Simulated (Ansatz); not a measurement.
# CH3 on Mg(0001), ontop start, 2x2 cell: photoemission fingerprints, part 3 of 4

Wanted: core-level shifts and unfolded surface bands for CH3 on Mg(0001), ontop start, 2x2 cell.

Ansatz 0.2.0; DFT, PBE, plane-wave PAW, default files, scalar-relativistic.

So far, work function, upper face (eV): step 2 (the clean face) 3.76; step 3 (relaxing the atoms) 4.50.

### 4. Bands by layer (continued)

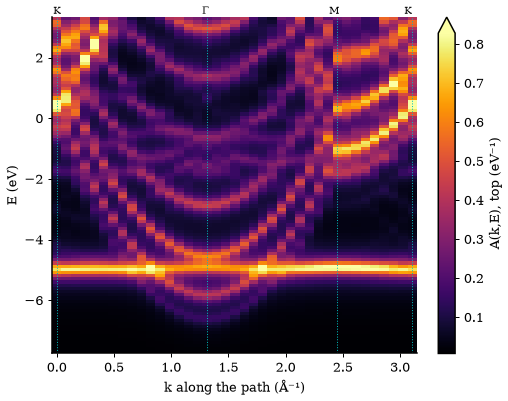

A(k,E), top over k along the path and E. Zero: Fermi level.

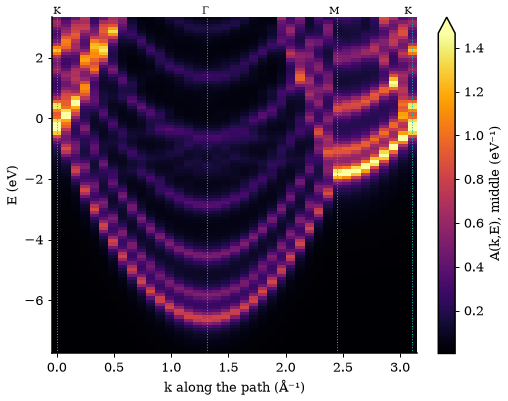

A(k,E), middle over k along the path and E. Zero: Fermi level.

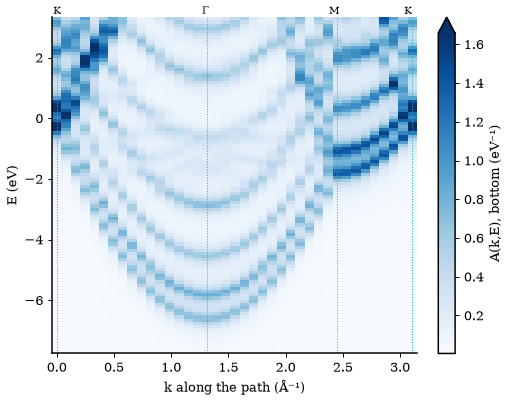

A(k,E), bottom over k along the path and E. Zero: Fermi level.

Peaks of A(k,E) at the labelled points: for each region the eleven nearest the zero at most, each over 6 % of that point's highest, less those above the energy where the solved bands run out; weight and spread sum the levels within three half widths or 0.3 eV, so near peaks share levels. Peaks of the spectral function, the first 40 of 81 rows:

| point | weight on | E (eV) | A (1/eV) | weight near the peak | rms spread of levels (eV) |
| --- | --- | --- | --- | --- | --- |
| K | total | -4.96 | 0.786 | 0.531 | 0.067 |
| K | total | -1.7 | 0.319 | 0.11 | 0.178 |
| K | total | -0.28 | 5.114 | 3.081 | 0.061 |
| K | total | 0.4 | 5.129 | 2.987 | 0.032 |
| K | total | 1.58 | 2.1 | 1.105 | 0.131 |
| K | total | 2.24 | 3.211 | 1.923 | 0.087 |
| K | total | 3.14 | 2.176 | 1.23 | 0.077 |
| K | top | -4.96 | 0.767 | 0.53 | 0.067 |
| K | top | -1.72 | 0.183 | 0.105 | 0.177 |
| K | top | -0.3 | 0.438 | 0.267 | 0.126 |
| K | top | 0.44 | 1.313 | 0.799 | 0.03 |
| K | top | 1.18 | 0.385 | 0.43 | 0.219 |
| K | top | 1.58 | 0.64 | 0.423 | 0.186 |
| K | top | 2.26 | 0.677 | 0.398 | 0.123 |
| K | top | 3.14 | 0.574 | 0.343 | 0.102 |
| K | middle | -0.28 | 2.458 | 1.527 | 0.052 |
| K | middle | 0.4 | 1.438 | 0.782 | 0.03 |
| K | middle | 1.6 | 0.606 | 0.616 | 0.315 |
| K | middle | 2.24 | 1.264 | 0.77 | 0.062 |
| K | middle | 3.14 | 0.634 | 0.345 | 0.059 |
| K | bottom | -0.28 | 2.216 | 1.285 | 0.027 |
| K | bottom | 0.38 | 2.404 | 1.404 | 0.024 |
| K | bottom | 1.58 | 0.854 | 0.407 | 0.037 |
| K | bottom | 2.22 | 1.288 | 0.753 | 0.079 |
| K | bottom | 3.14 | 0.967 | 0.542 | 0.064 |
| Γ | total | -6.62 | 1.712 | 0.997 | 0 |
| Γ | total | -5.82 | 1.749 | 0.993 | 0 |
| Γ | total | -4.56 | 1.772 | 1.33 | 0.165 |
| Γ | total | -2.86 | 1.557 | 0.929 | 0 |
| Γ | total | -1.58 | 0.738 | 0.497 | 0.162 |
| Γ | total | -0.62 | 1.081 | 0.8 | 0.162 |
| Γ | total | 0.7 | 0.369 | 0.136 | 0.093 |
| Γ | total | 1.38 | 1.393 | 0.841 | 0.071 |
| Γ | total | 2.96 | 1.539 | 0.993 | 0.138 |
| Γ | top | -6.6 | 0.152 | 0.072 | 0 |
| Γ | top | -5.82 | 0.415 | 0.231 | 0 |
| Γ | top | -4.9 | 0.682 | 0.644 | 0.187 |
| Γ | top | -4.56 | 0.622 | 0.644 | 0.187 |
| Γ | top | -2.86 | 0.454 | 0.268 | 0 |
| Γ | top | -1.58 | 0.275 | 0.196 | 0.185 |

The DOS has structure finer than the step of the table below, so its rows give means over 1 eV, whole bins alone (the curve runs from -13.8 to 4.53 eV). Peaks (eV: height): total -5.0: 16.3, 1.7: 11.3, 2.3: 13.5, 4.2: 15.6; Mg 3s -4.1: 6.99, -2.9: 6.99, -2.5: 5.19, -1.8: 6.20; Mg 3p* 1.7: 10.1, 2.3: 11.3, 2.9: 9.97, 4.2: 14.1; C 2p -5.0: 7.42, -1.4: 1.27; H 1s -11.8: 2.77, -5.0: 4.86.

* holds the states left over by the projection beside any projected weight of its own. The DOS by E, zero at the Fermi level; means over each step; values in states/eV/cell:

| E (eV) | total | Mg 3s | Mg 3p* | C 2p | H 1s | C 2s |
| --- | --- | --- | --- | --- | --- | --- |
| -13 | 0 | 0 | 0 | 0 | 0 | 0 |
| -12 | 1.99 | 0.0339 | 0.0317 | 0.0188 | 0.814 | 1.09 |
| -11 | 0.0121 | 2.1e-4 | 2.1e-4 | 1.1e-4 | 0.00497 | 0.00663 |
| -10 | 0 | 0 | 0 | 0 | 0 | 0 |
| -9 | 0 | 0 | 0 | 0 | 0 | 0 |
| -8 | 0 | 0 | 0 | 0 | 0 | 0 |
| -7 | 0.195 | 0.194 | 7.2e-4 | 1.2e-4 | 1.0e-4 | 3.5e-5 |
| -6 | 2.01 | 1.99 | 0.0161 | 0.00781 | 0.00425 | 4.3e-4 |
| -5 | 7.03 | 3.05 | 0.119 | 2.33 | 1.53 | 5.7e-4 |
| -4 | 4.48 | 4.17 | 0.210 | 0.0740 | 0.0290 | 4.4e-4 |
| -3 | 5.26 | 4.53 | 0.520 | 0.191 | 0.0160 | 8.9e-4 |
| -2 | 6.73 | 4.80 | 1.39 | 0.507 | 0.0171 | 0.0170 |
| -1 | 7.71 | 3.48 | 3.53 | 0.634 | 0.0190 | 0.0538 |
| 0 | 7.47 | 2.02 | 5.20 | 0.183 | 0.0252 | 0.0456 |
| 1 | 7.90 | 2.38 | 5.39 | 0.0746 | 0.0221 | 0.0241 |
| 2 | 9.86 | 1.46 | 8.27 | 0.0362 | 0.0587 | 0.0366 |
| 3 | 9.07 | 0.833 | 8.06 | 0.0381 | 0.0947 | 0.0472 |
| 4 | 13.4 | 0.962 | 12.1 | 0.0575 | 0.199 | 0.0596 |

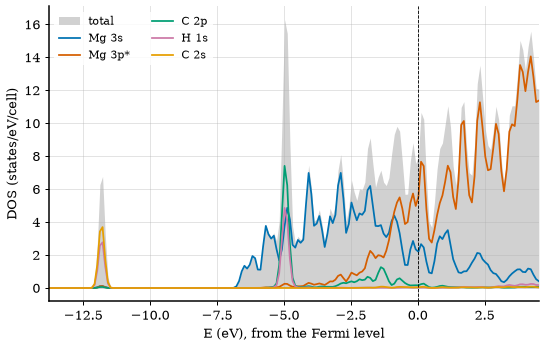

DOS against E.

Sums over each group's atoms; a table of it gives point samples, which can step over narrow peaks. Table of DOS of the group by E, zero at the Fermi level; values in states/eV:

| E (eV) | other layers: Mg 3s | layer 3: Mg 3s | layer 2: Mg 3s | layer 1: Mg 3s | adsorbate: C 2p | adsorbate: H 1s | adsorbate: C 2s |
| --- | --- | --- | --- | --- | --- | --- | --- |
| -12 | 0 | 0 | 4.0e-6 | 0.0486 | 0.0270 | 1.17 | 1.56 |
| -10 | 0 | 0 | 0 | 0 | 0 | 0 | 0 |
| -8 | 0 | 0 | 0 | 0 | 0 | 0 | 0 |
| -6 | 0.207 | 0.528 | 0.495 | 0.173 | 0.00260 | 0.00142 | 2.7e-4 |
| -4 | 1.34 | 1.31 | 1.32 | 1.27 | 0.0783 | 0.0326 | 5.6e-4 |
| -2 | 1.48 | 1.03 | 1.05 | 1.44 | 0.561 | 0.0208 | 0.0176 |
| 0 | 0.627 | 0.607 | 0.599 | 0.664 | 0.187 | 0.0259 | 0.0493 |
| 2 | 0.373 | 0.386 | 0.397 | 0.307 | 0.0255 | 0.0565 | 0.0350 |
| 4 | 0.315 | 0.230 | 0.232 | 0.289 | 0.0664 | 0.210 | 0.0563 |

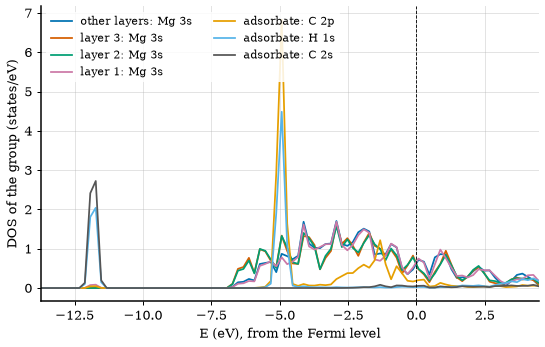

DOS of the group, plotted against E.

This run's widths, added to any smearing of the DOS itself: Gaussian 0.6 eV, Lorentzian 0.1 eV. Intensity against binding energy, zero at the Fermi level; values in % of the maximum within 13 eV:

| binding energy (eV) | 21.2 eV | 100 eV | 1486.7 eV | 9251.7 eV |
| --- | --- | --- | --- | --- |
| 0 | 4.02 | 11.3 | 29.1 | 25.7 |
| 2 | 15.7 | 30.5 | 99.0 | 98.2 |
| 4 | 6.95 | 16.7 | 88.3 | 90.0 |
| 6 | 2.85 | 6.51 | 36.7 | 37.7 |
| 8 | 0.172 | 0.302 | 0.602 | 0.568 |
| 10 | 0.0650 | 0.448 | 0.492 | 0.329 |
| 12 | - | 71.4 | 57.8 | 26.0 |

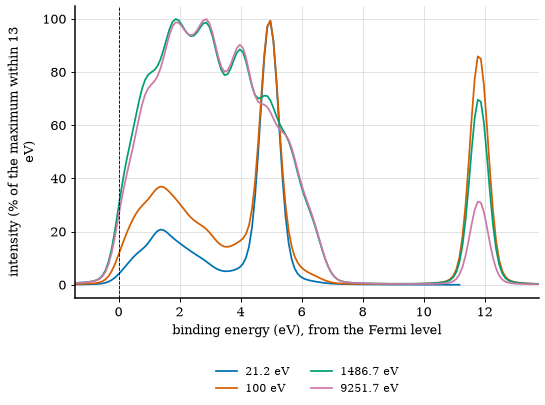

Intensity, plotted against binding energy.

Maxima picked by a test of local sharpness, so broad peaks and shoulders can be missing; peaks within 0.45 eV of a curve's cut are left out. Valence peaks, by row:

| photon energy (eV) | binding energy (eV) | height (% of the maximum within 13 eV) | main shell | its share (%) |
| --- | --- | --- | --- | --- |
| 21.2 | 4.95 | 100 | C 2p | 70.08 |
| 21.2 | 1.4 | 20.82 | C 2p | 86.33 |
| 100 | 11.8 | 86.89 | C 2s | 91.51 |
| 100 | 4.95 | 100 | C 2p | 79.81 |
| 100 | 1.4 | 36.99 | C 2p | 55.34 |
| 1487 | 11.8 | 70.41 | C 2s | 97.48 |
| 1487 | 4.8 | 71.24 | Mg 3s | 91.31 |
| 1487 | 4 | 88.59 | Mg 3s | 99.13 |
| 1487 | 2.85 | 98.78 | Mg 3s | 98.3 |
| 1487 | 1.9 | 100 | Mg 3s | 95.23 |
| 9252 | 11.8 | 31.61 | C 2s | 96.22 |
| 9252 | 4 | 90.33 | Mg 3s | 99.86 |
| 9252 | 2.85 | 100 | Mg 3s | 99.7 |
| 9252 | 1.9 | 98.85 | Mg 3s | 98.91 |

The planar mean, electrostatic potential oscillates, so the rows of the table below give means over windows of 2.66 Å about each position, cut where the curve ends. Its maxima inside the range that stand out by 2 % of the span (Å: eV): 8.8: 0.894, 11.3: 0.936, 14.0: 0.999, 17.1: 3.05. Its minima: 7.6: -11.8, 10.1: -11.8, 12.7: -11.8, 15.4: -11.0, 18.1: 0.404.

From the Fermi level. Planar mean, electrostatic potential against z; means over each step:

| z (Å) | planar mean, electrostatic potential (eV) |
| --- | --- |
| 1.33 | 3.86 |
| 3.99 | 3.68 |
| 6.65 | -2.79 |
| 9.31 | -4.17 |
| 11.97 | -4.10 |
| 14.63 | -3.98 |
| 17.29 | 1.32 |
| 19.95 | 4.36 |
| 22.61 | 4.50 |

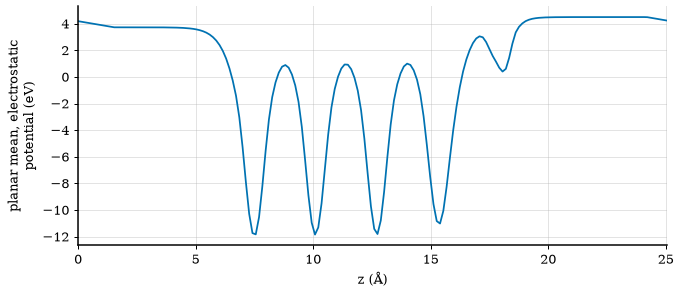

Planar mean, electrostatic potential against z.

The intensity has structure finer than the step of the table below, so its rows give means over 2 eV, whole bins alone (the curve runs from -13.8 to 1.43 eV). Peaks (eV: height): C K -5.0: 97.8, -1.4: 19.5; C K, E along x -5.0: 146; C K, E along y -5.0: 147; C K, E along z -1.4: 58.1; Mg L2,3 -4.9: 67.7, -4.1: 94.9, -2.9: 98.6, -1.8: 90.4.

Shapes are the site's partial DOS without matrix elements, which overweights lines from ligand s bands. Intensity against emission energy less the core level's binding energy, zero at the Fermi level; means over each step; values in % of the unpolarised maximum:

| emission energy less the core level's binding energy (eV) | C K | C K, E along x | C K, E along y | C K, E along z | Mg L2,3 |
| --- | --- | --- | --- | --- | --- |
| -12 | 0.200 | 0.0201 | 0.0201 | 0.560 | 0.270 |
| -10 | 0.0352 | 0.0399 | 0.0400 | 0.0258 | 0.00160 |
| -8 | 0.0910 | 0.119 | 0.119 | 0.0357 | 0.00779 |
| -6 | 9.32 | 13.7 | 14.0 | 0.257 | 27.7 |
| -4 | 15.0 | 21.0 | 20.8 | 3.11 | 62.4 |
| -2 | 10.4 | 0.246 | 0.244 | 30.8 | 71.6 |
| 0 | 3.20 | 0.0626 | 0.0620 | 9.43 | 21.9 |

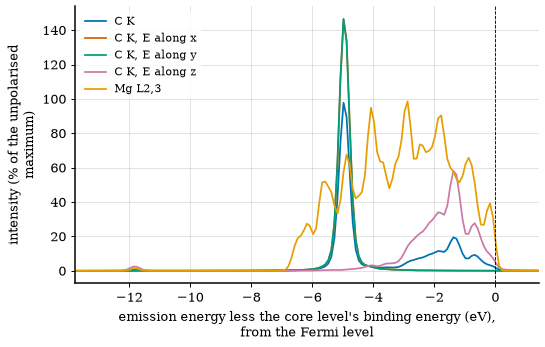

Intensity against emission energy less the core level's binding energy.

Recipe: projected DOS times atomic cross section and asymmetry factor (unpolarised light, 45° from the beam), occupied states only, Fermi edge at 77 K, a Lorentzian width of 0.1 eV growing by 0 eV per eV of binding energy, and a resolution of 0.6 eV. Each atom is damped by exp[−depth/(λ cos θ)], θ = 30° from the normal, λ from the universal curve. Curves are cut 10 eV under the photon energy, above any shell that the free atom's threshold puts out of reach, or at the lower edge of the window: 11.2 eV at 21.2 eV, 13.8 eV at 100 eV, 13.8 eV at 1486.7 eV and 13.8 eV at 9251.7 eV. A star in tables and legends marks shells that hold the states left over by the projection (21.1 % of the filled ones), a stand-in for orbitals that the files don't project on. Matrix elements of the solid and inelastic losses aren't modelled, nor non-dipole terms, which matter above 3 keV.

Share of each shell in the spectrum's area (%), by photon energy:

| shell | 21.2 eV | 100 eV | 1486.7 eV | 9251.7 eV |
| --- | --- | --- | --- | --- |
| H 1s | 18.6 | 5.7 | 0.2 | 0.1 |
| C 2s | 0.3 | 25.9 | 10.9 | 5.2 |
| C 2p | 71.2 | 40.3 | 1.4 | 0.1 |
| Mg 3s | 8.6 | 23.2 | 85.0 | 94.1 |
| Mg 3p* | 1.3 | 4.9 | 2.5 | 0.5 |

Regions along c: top from 14.4 to 22.2 Å, middle from 10.8 to 14.4 Å, bottom from 3.5 to 10.8 Å.

States with weight above 0.08 nearest the zero at K of the zone, within the window kept, -6.6 to 3.3 eV (levels that the program groups as degenerate share a row):

| E (eV) | weight, total | weight, top | weight, middle | weight, bottom |
| --- | --- | --- | --- | --- |
| -1.73 | 0.10 | 0.10 | 0.00 | 0.00 |
| -0.55 | 0.14 | 0.10 | 0.04 | 0.01 |
| -0.31 | 1.00 | 0.07 | 0.48 | 0.44 |
| -0.28 | 1.00 | 0.05 | 0.35 | 0.59 |
| -0.25 | 0.94 | 0.04 | 0.65 | 0.25 |
| 0.37 | 0.99 | 0.04 | 0.20 | 0.76 |
| 0.40 | 0.99 | 0.24 | 0.27 | 0.47 |
| 0.44 | 0.98 | 0.51 | 0.31 | 0.17 |
| 1.15 | 0.11 | 0.10 | 0.01 | 0.00 |
| 1.58 | 0.99 | 0.32 | 0.27 | 0.40 |

States with weight above 0.08 nearest the zero at Γ of the zone, within the window kept, -6.6 to 3.3 eV (levels that the program groups as degenerate share a row):

| E (eV) | weight, total | weight, top | weight, middle | weight, bottom |
| --- | --- | --- | --- | --- |
| -4.54 | 0.98 | 0.30 | 0.30 | 0.38 |
| -2.86 | 0.93 | 0.27 | 0.22 | 0.44 |
| -1.85 | 0.11 | 0.04 | 0.02 | 0.05 |
| -1.56 | 0.33 | 0.13 | 0.07 | 0.13 |
| -0.96 | 0.21 | 0.05 | 0.07 | 0.09 |
| -0.61 | 0.58 | 0.18 | 0.17 | 0.23 |
| 0.67 | 0.13 | 0.06 | 0.02 | 0.05 |
| 1.38 | 0.83 | 0.22 | 0.17 | 0.42 |
| 2.54 | 0.11 | 0.03 | 0.02 | 0.06 |
| 2.96 | 0.88 | 0.29 | 0.10 | 0.35 |

States with weight above 0.08 nearest the zero at M of the zone, within the window kept, -6.6 to 3.3 eV (levels that the program groups as degenerate share a row):

| E (eV) | weight, total | weight, top | weight, middle | weight, bottom |
| --- | --- | --- | --- | --- |
| -1.56 | 0.23 | 0.08 | 0.04 | 0.10 |
| -1.16 | 0.33 | 0.11 | 0.09 | 0.13 |
| -1.13 | 0.65 | 0.07 | 0.15 | 0.42 |
| -1.01 | 0.63 | 0.24 | 0.20 | 0.19 |
| -0.96 | 0.26 | 0.04 | 0.09 | 0.13 |
| -0.61 | 0.14 | 0.08 | 0.03 | 0.03 |
| 0.26 | 0.62 | 0.19 | 0.19 | 0.24 |
| 0.27 | 0.34 | 0.06 | 0.10 | 0.17 |
| 0.38 | 0.60 | 0.15 | 0.21 | 0.24 |
| 0.67 | 0.29 | 0.08 | 0.11 | 0.09 |

The largest force component on a free atom is 0.016 eV/Å, so the atoms are at rest for these settings too. At the Fermi level the DOS is 7.72 states/eV a cell.

### 5. Z+1 stand-in on atom 5

System of this step: Mg15AlH3C. The cell holds 20 atoms: 3 H, 1 C, 1 Al and 15 Mg. Its edges and angles: a = 6.380 Å, b = 6.380 Å, c = 25.195 Å, α = 90.0°, β = 90.0°, γ = 60.0°. It derives from Mg. Regions: ad, 4 atoms (3 H and 1 C); L1, 4 atoms (1 Al and 3 Mg); L2, 4 atoms (4 Mg); L3, 4 atoms (4 Mg); rest, 4 atoms (4 Mg). Vacuum lies along c.

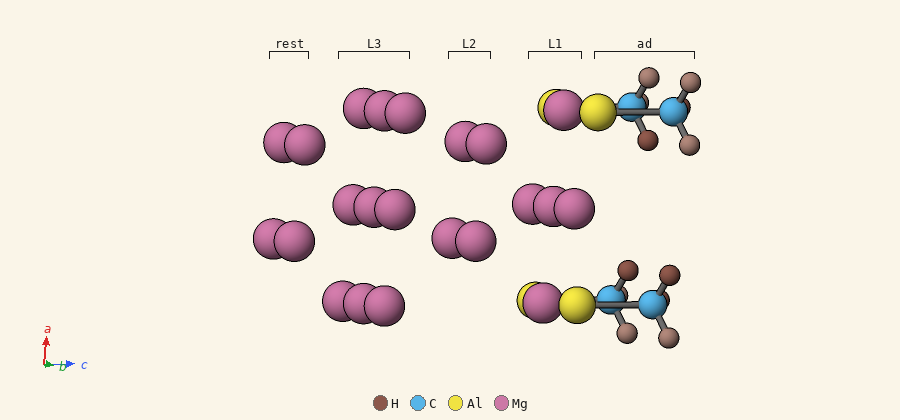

The cell of this step (hydrogen brown, carbon blue, aluminium yellow, magnesium pink). Some periodic images of atoms are drawn too.

An atom with a screened core hole acts much like the next element, so total energies with that element on different sites give core-level shifts.

Contents of input.yaml:

```yaml
crystal:
  lattice:
    - [6.38, 0.0, 0.0]
    - [3.19, 5.5252420761, 0.0]
    - [0.0, 0.0, 25.195]
  atoms:
    - { symbol: H, position: [0.1535832841, 0.0181748737, 0.7223020999] }
    - { symbol: H, position: [0.8318749036, 0.1521847252, 0.7224948431] }
    - { symbol: H, position: [0.0196868295, 0.8303813749, 0.7224959539] }
    - { symbol: C, position: [0.0014957892, 0.000215806, 0.7072490115] }
    - { symbol: Al, position: [-6.20452e-05, 3.06811e-05, 0.6210144287] }
    - { symbol: Mg, position: [0.5002557277, -0.0004423089, 0.6058373647] }
    - { symbol: Mg, position: [-0.0005987387, 0.500275642, 0.6058074272] }
    - { symbol: Mg, position: [0.5001014818, 0.5002127919, 0.6058081357] }
    - { symbol: Mg, position: [0.8349919699, 0.3299044072, 0.5050345301] }
    - { symbol: Mg, position: [0.3332779776, 0.3333294986, 0.5019205431] }
    - { symbol: Mg, position: [0.8350366294, 0.8350722461, 0.505021913] }
    - { symbol: Mg, position: [0.3298735008, 0.8350828078, 0.5050509964] }
    - { symbol: Mg, position: [0.0, 0.0, 0.400674737] }
    - { symbol: Mg, position: [0.5, 0.0, 0.400674737] }
    - { symbol: Mg, position: [0.0, 0.5, 0.400674737] }
    - { symbol: Mg, position: [0.5, 0.5, 0.400674737] }
    - { symbol: Mg, position: [0.833333333, 0.333333333, 0.297678111] }
    - { symbol: Mg, position: [0.333333333, 0.333333333, 0.297678111] }
    - { symbol: Mg, position: [0.833333333, 0.833333333, 0.297678111] }
    - { symbol: Mg, position: [0.333333333, 0.833333333, 0.297678111] }
kpoints:
  mp_grid: { grid: [6, 6, 1] }
scf:
  occupations: { method: fermi_dirac, width: 0.05 }
  n_extra_bands: 18
hamiltonian:
  xc: pbe
  pseudopotentials: { kind: paw }
output:
  forces: true
  write_potential: true
  volumetric_format: []
efield:
  axis: 3
  dipole_correction: true
```

Command:

```sh
$ ansatz run input.yaml --threads 8 --pin off --max-ram 20480MiB --backend cpu --events-out ev --progress --plain --runs-dir out
```

Numbers of over 12 decimals in the logs are rounded to 6 here.

The log of the run:

```text
[...]
Crystal: 20 atoms, lattice volume = 888.150 Å³
Basis set: ecut = 420 eV, 17437 PW (Γ), exchange–correlation on 90×90×360 points (8 copies of the dense FFT grid, shifted against one another)
Bands: 98, of which v1, the nominal top of the filled ones, is band 80 counted from 1 (79 counted from 0)
Symmetry: 1 space group operations
[...]
k-points: 20 of 36 (time reversal used)
[...]
SCF iter   1: F=—  HF=-29690.715747 eV  |F-HF|=—  |Δ(HF+E_count)|=         —  Δρ=2.06e-3  dr2=2.06e-1  ethr=1.77e-3  p=-0.036 e·Å  D=-7.26e-3 V/Å  ΔV_dip=0.18 eV  dr2_dipole=1.02e-2  V_vac-E_F(+/−)=3.95/3.77 eV  ⟨swp⟩=12.3  Hψ=10637  notcnv=0  defer=70
[...]
SCF iter   7: F=-29690.700990 eV  HF=-29690.700990 eV  |F-HF|=4.82e-8  |Δ(HF+E_count)|=   9.60e-7  Δρ=1.42e-6  dr2=3.91e-8  ethr=6.25e-11  p=-0.077 e·Å  D=-1.56e-2 V/Å  ΔV_dip=0.39 eV  dr2_dipole=4.96e-9  V_vac-E_F(+/−)=4.12/3.73 eV  ⟨swp⟩=25.9  Hψ=15956  notcnv=0
[...]
SCF 1 converged in 7 iterations: F = -29690.700990 eV  dr2 = 3.91e-8
[...]
SCF converged after 7 iterations
Free energy (F): -29690.700990 eV
[...]
Internal energy: -29690.615620 eV  (E = F + TS)
E sigma→0 (E₀):  -29690.658305 eV
Entropy (-TS):   -0.085370 eV (-4.268 meV/atom)
Fermi energy:    0.224999 eV
Dipole field:    D = -0.015666 V/Å  (p = -0.076895 e·Å, saw-weighted, corrected)
Work function:   Φ+ = 4.1193 eV   Φ− = 3.7244 eV
[...]
--- Forces (eV/Å), atoms counted from 1 ---
  atom   1  H     -0.01336647     0.00147696    -0.06142176
  atom   2  H      0.00235708    -0.01263177    -0.05699970
  atom   3  H      0.00424921     0.00902785    -0.05649887
  atom   4  C     -0.00055310     0.00142213    -0.84842652
  atom   5  Al     0.00431643     0.00035425     0.76457509
  atom   6  Mg     0.00530592     0.04027559     0.00462334
  atom   7  Mg     0.03401269    -0.02224600     0.00571589
  atom   8  Mg    -0.03597639    -0.01780941     0.00577386
  atom   9  Mg    -0.00072114    -0.01407928     0.07547877
  atom  10  Mg     0.00040895     0.00017295     0.02150781
  atom  11  Mg     0.01236725     0.00622652     0.07495590
  atom  12  Mg    -0.01199677     0.00770112     0.07605748
  atom  13  Mg     0.00033238     0.00002416     0.12899594
  atom  14  Mg    -0.00021845    -0.03450966     0.03371965
  atom  15  Mg    -0.03010206     0.01678588     0.03359968
  atom  16  Mg     0.02970332     0.01781434     0.03377931
  atom  17  Mg     0.00007203    -0.04664145    -0.06083331
  atom  18  Mg    -0.00018446    -0.00005144    -0.05289132
  atom  19  Mg     0.04033665     0.02315200    -0.06111705
  atom  20  Mg    -0.04034222     0.02353362    -0.06061617
  max |Σ_I F_I| component: 2.19e-5 eV/Å
--- Band table (eV; the first three rows and the last of 20) ---
  k-point 0: bands = [... 76 lower, -1.0107, -0.9046, -0.8769, -0.8767, -0.4918, 0.1965, 0.3411, 0.3419, ... 14 higher]
  k-point 1: bands = [... 76 lower, -0.7476, -0.5322, -0.4907, -0.3224, -0.1140, 0.1058, 0.2950, 0.7734, ... 14 higher]
  k-point 2: bands = [... 76 lower, -0.6944, -0.4450, 0.0161, 0.2694, 0.3240, 0.9614, 1.1648, 1.2835, ... 14 higher]
  k-point 19: bands = [... 76 lower, -0.8808, -0.7759, 0.3946, 0.6016, 0.6700, 0.9701, 1.7508, 1.8152, ... 14 higher]
```

Elapsed: 25 s, on 8 threads of Arm Neoverse V2, shared host; peak memory 3.7 GiB.

This step gave:

```
free energy             : -29690.7010 eV
energy at zero smearing : -29690.6583 eV
smearing term TS        : 0.08537 eV
Fermi energy            : 0.2250 eV
```

[end of part 3 of 4]

[Logs are printed without paths, hosts, clocks, repeated set-up lines and the standing remarks that a program may print on its own settings, such as how far it seeks lower states.]

[Hosts, paths, dates, database ids (printed as entryN), source tags and the programs' standing remarks are cut or masked in the printed files.]

[Maps of the electrostatic potential energy from Ansatz leave out the sawtooth potential of an applied field or a dipole correction, so their vacuum need not be flat; work functions include it.]
